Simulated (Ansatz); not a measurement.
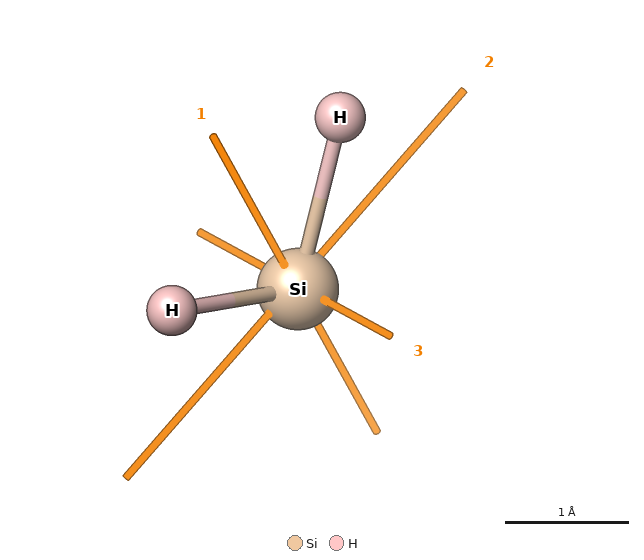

The three principal axes of inertia are drawn and numbered. Depth is shown by fading: the farther an atom, the more it takes the colour of the background. The geometry was computed by an optimisation with PBE0-D4/def2-TZVP. Masses are those of the most abundant isotopes; constants are for the rigid equilibrium geometry.

Which line is the a axis (least moment of inertia), which b and which c?

Answer. a is line 2, b is line 1, c is line 3; the moments are 2.14, 2.39, 4.54 u Å².

Classify the rotor and give the rotational constants (cm⁻¹).

Answer. An asymmetric top (C2v): A = 7.86, B = 7.04, C = 3.72 cm⁻¹. Ray's parameter κ is 0.60, nearer the oblate limit.
